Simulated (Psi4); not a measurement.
# A workflow on SiHF3 (SMILES [H][Si](F)(F)F), part 2 of 2

Psi4 1.11. The steps go on from the part before.

## 4. The doublet cation: a structure relaxation at UHF/def2-SVP (density fitting) (run 3)

f3hsi.dat reads:

```
memory 1600 MB

molecule {
  1 2
  Si
  H 1 R2
  F 1 R3 2 A3
  F 1 R4 2 A4 3 D4
  F 1 R5 2 A5 4 D5

  R2 = 1.448519
  R3 = 1.583022
  A3 = 111.03622
  R4 = 1.583021
  A4 = 111.03049
  D4 = -119.99929
  R5 = 1.583023
  A5 = 111.0323
  D5 = -120.00029
  symmetry c1
}

set basis def2-SVP
set reference uhf

optimize('hf')
```

Command:

```console
$ psi4 -i f3hsi.dat -o f3hsi.out -n 1
```

f3hsi.out:

```text
Psi4 1.11 release

gradient() will perform analytic gradient computation.

   => Loading Basis Set <=

    Name: DEF2-SVP
    Role: ORBITAL
    Keyword: BASIS

         ---------------------------------------------------------
                                   SCF
                              UHF Reference
                        1 Threads,   1525 MiB Core
         ---------------------------------------------------------

  ==> Geometry <==

    Molecular point group: c1
    Full point group: C1

    Geometry (in Angstrom), charge = 1, multiplicity = 2:

       Center              X                  Y                   Z               Mass
    ------------   -----------------  -----------------  -----------------  -----------------
         SI           0.000006296629     0.000009141299     0.359645314219    27.976926534650
         H            0.000006296629     0.000009141299     1.808164314219     1.007825032230
         F            0.000006296629     1.477528573813    -0.208593173591    18.998403162730
         F           -1.279620621135    -0.738762661714    -0.208445049058    18.998403162730
         F            1.279604718107    -0.738779858444    -0.208492443846    18.998403162730

  Running in c1 symmetry.

  Rotational constants: A =      0.23543  B =      0.23542  C =      0.13548 [cm^-1]
  Rotational constants: A =   7057.88200  B =   7057.58140  C =   4061.56763 [MHz]
  Nuclear repulsion =  187.434829198268886

  Charge       = 1
  Multiplicity = 2
  Electrons    = 41
  Nalpha       = 21
  Nbeta        = 20

  ==> Algorithm <==

  SCF Algorithm Type is DF.
  DIIS enabled.
  MOM disabled.
  Fractional occupation disabled.
  Guess Type is SAD.
  Energy threshold   = 1.00e-08
  Density threshold  = 1.00e-08
  Integral threshold = 1.00e-12

  ==> Primary Basis <==

  Basis Set: DEF2-SVP
    Blend: DEF2-SVP
    Number of shells: 29
    Number of basis functions: 65
    Number of Cartesian functions: 69
    Spherical Harmonics?: true
    Max angular momentum: 2

   => Loading Basis Set <=

    Name: (DEF2-SVP AUX)
    Role: JKFIT
    Keyword: DF_BASIS_SCF

  ==> Integral Setup <==

  DFHelper Memory: AOs need 0.014 GiB; user supplied 1.118 GiB.
  SCF_SUBTYPE=INCORE selected. In-core MEM_DF algorithm will be used.
  Using in-core AOs.

  ==> MemDFJK: Density-Fitted J/K Matrices <==

    J tasked:                   Yes
    K tasked:                   Yes
    wK tasked:                   No
    Memory [MiB]:              1144
    Algorithm:                 Core
    Schwarz Cutoff:           1E-12
    Mask sparsity (%):       0.9467
    Fitting Condition:        1E-10

   => Auxiliary Basis Set <=

  Basis Set: (DEF2-SVP AUX)
    Blend: DEF2-UNIVERSAL-JKFIT
    Number of shells: 119
    Number of basis functions: 377
    Number of Cartesian functions: 454
    Spherical Harmonics?: true
    Max angular momentum: 4

  Minimum eigenvalue in the overlap matrix is 3.2217653209E-02.
  Reciprocal condition number of the overlap matrix is 8.9494674349E-03.
    Using symmetric orthogonalization.

  ==> Pre-Iterations <==

  SCF Guess: Superposition of Atomic Densities via on-the-fly atomic UHF (no occupation information).

   -------------------------
    Irrep   Nso     Nmo
   -------------------------
     A         65      65
   -------------------------
    Total      65      65
   -------------------------

  ==> Iterations <==

                           Total Energy        Delta E     RMS |[F,P]|

   @DF-UHF iter SAD:  -586.74383075500907   -5.86744e+02   0.00000e+00
   @DF-UHF iter   1:  -587.01957363496717   -2.75743e-01   7.77045e-03 DIIS/ADIIS
   @DF-UHF iter   2:  -587.11537823105937   -9.58046e-02   5.03402e-03 DIIS/ADIIS
   @DF-UHF iter   3:  -587.15188907109564   -3.65108e-02   8.56615e-04 DIIS/ADIIS
   @DF-UHF iter   4:  -587.15462918258982   -2.74011e-03   2.57820e-04 DIIS/ADIIS
   @DF-UHF iter   5:  -587.15511844636922   -4.89264e-04   9.28962e-05 DIIS
   @DF-UHF iter   6:  -587.15520838102373   -8.99347e-05   3.89761e-05 DIIS
   @DF-UHF iter   7:  -587.15522910042546   -2.07194e-05   2.03600e-05 DIIS
   @DF-UHF iter   8:  -587.15523492512614   -5.82470e-06   6.43292e-06 DIIS
   @DF-UHF iter   9:  -587.15523534316628   -4.18040e-07   2.02943e-06 DIIS
   @DF-UHF iter  10:  -587.15523538475020   -4.15839e-08   5.80939e-07 DIIS
   @DF-UHF iter  11:  -587.15523538734794   -2.59774e-09   2.60239e-07 DIIS
   @DF-UHF iter  12:  -587.15523538758202   -2.34081e-10   9.30733e-08 DIIS
   @DF-UHF iter  13:  -587.15523538762454   -4.25189e-11   1.85691e-08 DIIS
   @DF-UHF iter  14:  -587.15523538762636   -1.81899e-12   5.00370e-09 DIIS
  Energy and wave function converged.

  ==> Post-Iterations <==

   @Spin Contamination Metric:   1.042560379E-02
   @S^2 Expected:                7.500000000E-01
   @S^2 Observed:                7.604256038E-01
   @S   Expected:                5.000000000E-01
   @S   Observed:                5.000000000E-01

    Orbital Energies [Eh]
    ---------------------

    Alpha Occupied:

       1A    -69.248555     2A    -26.590956     3A    -26.590897
       4A    -26.590891     5A     -6.601622     6A     -4.719242
       7A     -4.712007     8A     -4.712007     9A     -1.888005
      10A     -1.857411    11A     -1.857404    12A     -1.189489
      13A     -1.054005    14A     -1.016567    15A     -1.016562
      16A     -0.965010    17A     -0.965007    18A     -0.960371
      19A     -0.937270    20A     -0.937266    21A     -0.918885

    Alpha Virtual:

      22A     -0.101465    23A     -0.094672    24A     -0.094665
      25A     -0.006431    26A      0.069282    27A      0.252479
      28A      0.289715    29A      0.289719    30A      0.356012
[... 32 lines left out ...]
    Nuclear Repulsion Energy =            187.4348291982688863
[... 28 lines left out ...]
 Dipole Z            :          0.2672284            2.2930366            2.5602650
[... 227 lines left out ...]
   @DF-UHF iter   0:  -587.19715513579433   -5.87197e+02   3.89960e-03
[... 5 lines left out ...]
   @DF-UHF iter   6:  -587.19540680720161   -6.96674e-06   6.90093e-06 DIIS
[... 5 lines left out ...]
  Energy and wave function converged.
[... 9 lines left out ...]
    Final Occupation by Irrep:
[... 37 lines left out ...]
 Dipole X            :          0.0000157            0.0000136            0.0000293
[... 94 lines left out ...]
	  Convergence Criteria     1.00e-06 *    3.00e-04 *             o    1.20e-03 *             o
[... 97 lines left out ...]
   @DF-UHF iter   4:  -587.21515337218182   -3.36730e-05   2.86170e-05 DIIS
[... 5 lines left out ...]
   @DF-UHF iter  10:  -587.21516092385843   -3.13776e-11   1.76667e-08 DIIS
[... 8 lines left out ...]
   @S   Expected:                5.000000000E-01
[... 15 lines left out ...]
    Two-Electron Energy =                 407.5657099378884709
[... 112 lines left out ...]
	Measures of convergence in internal coordinates in au.
[... 91 lines left out ...]
   @DF-UHF iter   2:  -587.22390942595814   -6.41206e-04   1.47406e-04 DIIS/ADIIS
[... 5 lines left out ...]
   @DF-UHF iter   8:  -587.22403084071607   -2.61684e-09   1.90119e-07 DIIS
[... 8 lines left out ...]
   @S^2 Expected:                7.500000000E-01
[... 15 lines left out ...]
    Nuclear Repulsion Energy =            189.3217791058484920
[... 28 lines left out ...]
 Dipole Z            :         -0.6809364            2.1577105            1.4767741
[... 175 lines left out ...]
   @DF-UHF iter   0:  -587.20416981715164   -5.87204e+02   1.51959e-03
[... 5 lines left out ...]
   @DF-UHF iter   6:  -587.22617452757527   -5.95996e-08   1.30041e-06 DIIS
[... 8 lines left out ...]
   @Spin Contamination Metric:   1.058775355E-03
[... 12 lines left out ...]
  @DF-UHF Final Energy:  -587.22617454014858
[... 31 lines left out ...]
 Dipole Y            :          0.0000073            0.0000064            0.0000138
[... 174 lines left out ...]
                           Total Energy        Delta E     RMS |[F,P]|
[... 6 lines left out ...]
   @DF-UHF iter   5:  -587.22647763039311   -5.58513e-08   1.29637e-06 DIIS
[... 5 lines left out ...]
  Energy and wave function converged.
[... 9 lines left out ...]
    Final Occupation by Irrep:
[... 37 lines left out ...]
 Dipole X            :          0.0000001            0.0000005            0.0000006
[... 94 lines left out ...]
	  Convergence Criteria     1.00e-06 *    3.00e-04 *             o    1.20e-03 *             o
[... 86 lines left out ...]
   @DF-UHF iter   4:  -587.22649646119658   -3.45956e-08   8.45434e-07 DIIS
[... 8 lines left out ...]
   @Spin Contamination Metric:   9.372430653E-04
[... 12 lines left out ...]
  @DF-UHF Final Energy:  -587.22649646584136
[... 31 lines left out ...]
 Dipole Y            :          0.0000005            0.0000008            0.0000013
[... 174 lines left out ...]
                           Total Energy        Delta E     RMS |[F,P]|
[... 6 lines left out ...]
   @DF-UHF iter   5:  -587.22650164937625   -7.83757e-10   1.56318e-07 DIIS
[... 8 lines left out ...]
   @S^2 Expected:                7.500000000E-01
[... 15 lines left out ...]
    Nuclear Repulsion Energy =            188.7717491930670235
[... 28 lines left out ...]
 Dipole Z            :         -1.0480909            2.0739034            1.0258125
[... 175 lines left out ...]
   @DF-UHF iter   0:  -587.22503187767313   -5.87225e+02   5.92647e-05
[... 5 lines left out ...]
   @DF-UHF iter   6:  -587.22650719862531   -4.18822e-10   6.86824e-08 DIIS
[... 8 lines left out ...]
   @S^2 Observed:                7.509013732E-01
[... 15 lines left out ...]
    One-Electron Energy =               -1182.0806500649196096
[... 111 lines left out ...]
	                                 ==> Convergence Check <==
[... 92 lines left out ...]
   @DF-UHF iter   1:  -587.22650764531272   -5.26235e-04   2.94657e-06 DIIS
[... 5 lines left out ...]
   @DF-UHF iter   7:  -587.22650769467077   -4.09273e-12   8.31956e-09 DIIS
[... 8 lines left out ...]
   @S   Observed:                5.000000000E-01
[... 32 lines left out ...]
    Beta Virtual:

      21A     -0.320068    22A     -0.138633    23A     -0.031201
      24A      0.011121    25A      0.011121    26A      0.127892
      27A      0.293161    28A      0.336119    29A      0.336119
[... 11 lines of this table left out ...]
      63A      3.591312    64A      3.828305    65A      3.828305

    Final Occupation by Irrep:
              A
    DOCC [    20 ]
    SOCC [     1 ]
    NA   [    21 ]
    NB   [    20 ]

  @DF-UHF Final Energy:  -587.22650769467077

   => Energetics <=

    Nuclear Repulsion Energy =            188.7492462360213494
    One-Electron Energy =               -1182.0691865699063783
    Two-Electron Energy =                 406.0934326392142566
    Total Energy =                       -587.2265076946707723

  UHF NO Occupations:
  HONO-2 :   19  A 1.9999466
  HONO-1 :   20  A 1.9996722
  HONO-0 :   21  A 1.0000000
  LUNO+0 :   22  A 0.0003278
  LUNO+1 :   23  A 0.0000534
  LUNO+2 :   24  A 0.0000534
  LUNO+3 :   25  A 0.0000044

Computation Completed

Properties will be evaluated at   0.000000,   0.000000,   0.000000 [a0]

Properties computed using the SCF density matrix

 Multipole Moments:

 ------------------------------------------------------------------------------------
     Multipole            Electronic (a.u.)      Nuclear  (a.u.)        Total (a.u.)
 ------------------------------------------------------------------------------------

 L = 1.  Multiply by 2.5417464519 to convert [e a0] to [Debye]
 Dipole X            :          0.0000000           -0.0000000            0.0000000
 Dipole Y            :         -0.0000004           -0.0000004           -0.0000008
 Dipole Z            :         -1.0572092            2.0836893            1.0264801
 Magnitude           :                                                    1.0264801

 ------------------------------------------------------------------------------------

	total time  =          0 seconds =       0.00 minutes

         ------------------------------------------------------------
                                   SCF GRAD
         ------------------------------------------------------------

  ==> Geometry <==

    Molecular point group: c1
    Full point group: C1

    Geometry (in Angstrom), charge = 1, multiplicity = 2:

       Center              X                  Y                   Z               Mass
    ------------   -----------------  -----------------  -----------------  -----------------
         SI          -0.000000014586    -0.000000169035     0.066540313222    27.976926534650
         H           -0.000000014586    -0.000000169035     2.014964322346     1.007825032230
         F           -0.000000014586     1.524382329676    -0.068289393762    18.998403162730
         F           -1.320153674559    -0.762190905054    -0.068294486132    18.998403162730
         F            1.320153711398    -0.762191166736    -0.068292546003    18.998403162730

  Nuclear repulsion =  188.749246236021293

   => Auxiliary Basis Set <=

  Basis Set: (DEF2-SVP AUX)
    Blend: DEF2-UNIVERSAL-JKFIT
    Number of shells: 119
    Number of basis functions: 377
    Number of Cartesian functions: 454
    Spherical Harmonics?: true
    Max angular momentum: 4

  -Total Gradient:
     Atom            X                  Y                   Z
    ------   -----------------  -----------------  -----------------
       1       -0.000000005926    -0.000000074708     0.000024444581
       2        0.000000015520     0.000000037955    -0.000021177648
       3       -0.000000012907    -0.000001823646    -0.000001058567
       4        0.000001606504     0.000000938619    -0.000001115870
       5       -0.000001603188     0.000000921779    -0.000001092496

	total time  =          0 seconds =       0.00 minutes

    			-----------------------------------------

    			 OPTKING 3.0: for geometry optimizations

    			        with contributions from

    			-----------------------------------------

	                            ===> Fragment 1 <==

	 Z (Atomic Numbers)          Masses                          Geom
	      14.000000            27.976927         -0.00000003 -0.00000032  0.12574297
	       1.000000             1.007825         -0.00000003 -0.00000032  3.80773072
	       9.000000            18.998403         -0.00000003  2.88066511 -0.12904825
	       9.000000            18.998403         -2.49472889 -1.44033207 -0.12905787
	       9.000000            18.998403          2.49472896 -1.44033256 -0.12905421

	 - Coordinate -           - BOHR/RAD -       - ANG/DEG -
	 R(1,2)           =         3.681988           1.948424
	 R(1,3)           =         2.891911           1.530334
	 R(1,4)           =         2.891911           1.530334
[... 18 lines of this table left out ...]
	 O(5,1,3,4)       =        -0.263311         -15.086588

	        --- Internal Coordinate Step in ANG or DEG, aJ/ANG or AJ/DEG ---
	-------------------------------------------------------------------------------
	           Coordinate      Previous         Force          Change          New
	           ----------      --------        ------          ------        ------
	               R(1,2)       1.94842        0.00017        0.00034       1.94877
	               R(1,3)       1.53033        0.00001       -0.00000       1.53033
	               R(1,4)       1.53033        0.00001       -0.00000       1.53033
[... 18 lines of this table left out ...]
	           O(5,1,3,4)     -15.08659        0.00000        0.00651     -15.08008
	-------------------------------------------------------------------------------

	                                 ==> Convergence Check <==

	Measures of convergence in internal coordinates in au.

	Criteria marked as inactive (o), active & met (*), and active & unmet ( ).

	----------------------------------------------------------------------------------------------
	   Step    Total Energy     Delta E     Max Force     RMS Force      Max Disp      RMS Disp
	----------------------------------------------------------------------------------------------
	  Convergence Criteria     1.00e-06 *    3.00e-04 *             o    1.20e-03 *             o
	----------------------------------------------------------------------------------------------
	    10    -587.22650769   -4.96e-07 *    2.12e-05 *    4.57e-06 o    6.51e-04 *    1.48e-04 o  ~
	----------------------------------------------------------------------------------------------

Next Geometry in Ang
	Fragment 1 (Ang)

	   Si   0.0000000128  -0.0000000317   0.0664360850
	    H  -0.0000001242  -0.0000004736   2.0152046981
	    F   0.0000000260   1.5243852412  -0.0683350457
	    F  -1.3201560528  -0.7621922886  -0.0683396489
	    F   1.3201561312  -0.7621925275  -0.0683378789

    Final optimized geometry and variables:
    Molecular point group: c1
    Full point group: C1

    Geometry (in Angstrom), charge = 1, multiplicity = 2:

    SI
    H             1          R2
    F             1          R3      2          A3
    F             1          R4      2          A4      3          D4
    F             1          R5      2          A5      4          D5

    A3        =   95.0545857527
    A4        =   95.0547773993
    A5        =   95.0547044230
    D4        = -119.9999890975
    D5        = -120.0000145275
    R2        =    1.9484240091
    R3        =    1.5303336408
    R4        =    1.5303335673
    R5        =    1.5303335836

    Psi4 run time: 0:00:05.51

[set-up sections that repeat, and orbital energies of the middle runs, are left out above]
```

The script printed:

```text
Optimizer: Optimization complete!
```

Run time: 6.3 s. Hardware: 1 thread of Intel Xeon 6975P-C (Granite Rapids), shared host; peak memory 0.23 GiB.

The path in brief:

```tsv
step	energy from the first frame kept (eV)	largest force (eV/Å)
0	0.0000	10.9162
1	-1.0931	5.9458
2	-1.6307	2.9651
3	-1.8720	1.2952
4	-1.9304	0.4559
5	-1.9386	0.1072
6	-1.9391	0.0452
7	-1.9393	0.0329
8	-1.9394	0.0093
9	-1.9394	0.0013
```

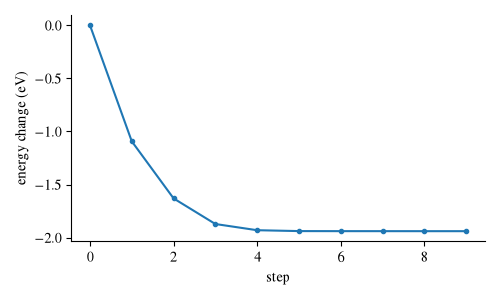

Energy along the run.

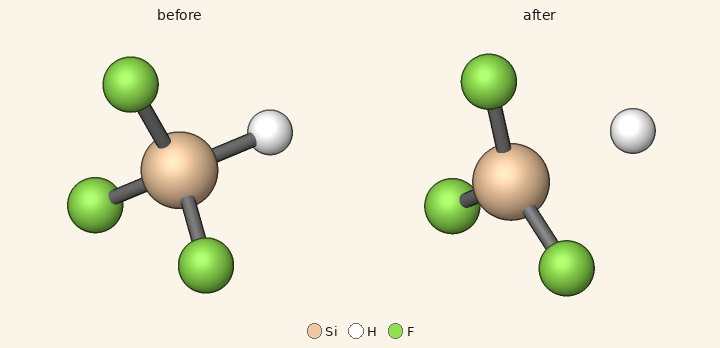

Before and after, at one scale.

After the run. Bond lengths: Si1–F3 1.530 Å, Si1–F4 1.530 Å, Si1–F5 1.530 Å. Angles: F3–Si1–F4 119.2°, F3–Si1–F5 119.2°, F4–Si1–F5 119.2°. A long bond or contact: Si1–H2 1.948 Å.

## 5. The energy at HF/def2-SVP (density fitting) (run 4)

calc.inp reads:

```
memory 1.6 GB

molecule m {
  Si    -0.00416496     0.00570508    -0.45634807
  H      0.02266915    -0.03806664     3.22528061
  F      2.87455500     0.01732690    -0.73200998
  F     -1.45353765     2.49897761    -0.67096805
  F     -1.43908314    -2.49010534    -0.73038482
  units au
}

set {
  basis def2-SVP
}

energy("hf")
```

Command:

```console
$ psi4 -n 1 calc.inp calc.out
```

calc.out, shortened:

```text
[...]
  Running in c1 symmetry.
[...]
  Nuclear repulsion =  188.749228503086982
[...]
  Multiplicity = 1
[...]
  Nalpha       = 21
  Nbeta        = 21
[...]
    Number of basis functions: 65
[...]
   @DF-RHF iter   1:  -587.50212925776441   -7.09344e-01   6.99213e-03 ADIIS/DIIS
[...]
   @DF-RHF iter   7:  -587.57955222413773   -3.68949e-08   4.60022e-07 DIIS
[...]
    Orbital Energies [Eh]
    ---------------------
    Doubly Occupied:
       1A    -68.947814     2A    -26.350958     3A    -26.350905
       4A    -26.350905     5A     -6.301148     6A     -4.415250
       7A     -4.415250     8A     -4.410943     9A     -1.662395
      10A     -1.637206    11A     -1.637206    12A     -0.859632
      13A     -0.795102    14A     -0.795102    15A     -0.762740
      16A     -0.741080    17A     -0.741080    18A     -0.722215
      19A     -0.722215    20A     -0.700512    21A     -0.391766
[...]
  @DF-RHF Final Energy:  -587.57955222413773
   => Energetics <=
    Nuclear Repulsion Energy =            188.7492285030869823
    One-Electron Energy =               -1193.2346965901854219
    Two-Electron Energy =                 416.9059158629607396
    Total Energy =                       -587.5795522241376148
[...]
```

It took 1.3 s on 1 thread of Intel Xeon 6975P-C (Granite Rapids), shared host; peak memory 0.2 GiB.

## 6. Summary of results

This closing draws on all 2 parts.

```
                                                               quantity          value
                            run 1, HF/def2-SVP: total energy at the end  -587.68604 Eh
                                      run 1, HF/def2-SVP: dipole moment         1.74 D
                                        run 1, HF/def2-SVP: HOMO energy      -15.53 eV
                                        run 1, HF/def2-SVP: LUMO energy        5.30 eV
                                      run 1, HF/def2-SVP: HOMO–LUMO gap       20.83 eV
                                    doublet cation, run 2: total energy  -587.15524 Eh
              doublet cation, run 2: HOMO energy (highest over α and β)      -24.85 eV
               doublet cation, run 2: LUMO energy (lowest over α and β)      -13.42 eV
                                            doublet cation, run 2: ⟨S²⟩          0.760
                         doublet cation, run 3: total energy at the end  -587.22651 Eh
              doublet cation, run 3: HOMO energy (highest over α and β)      -23.44 eV
               doublet cation, run 3: LUMO energy (lowest over α and β)       -8.71 eV
                                            doublet cation, run 3: ⟨S²⟩          0.751
                                       run 4, HF/def2-SVP: total energy  -587.57955 Eh
                                      run 4, HF/def2-SVP: dipole moment         3.41 D
                                        run 4, HF/def2-SVP: HOMO energy      -10.66 eV
                                        run 4, HF/def2-SVP: LUMO energy        1.76 eV
                                      run 4, HF/def2-SVP: HOMO–LUMO gap       12.42 eV
adiabatic ionisation energy (to the doublet cation, no zero-point term)      12.504 eV
```

**Reading.** The adiabatic ionisation energy (to the doublet cation, no zero-point term) is 12.50 eV (288 kcal/mol). The second species lost a bond as it relaxed, so this leads to another structure. The optimisation (run 1, HF/def2-SVP) took 4 steps and changed the energy by -0.041 eV. The optimisation (doublet cation, run 3) took 10 steps and changed the energy by -1.939 eV.
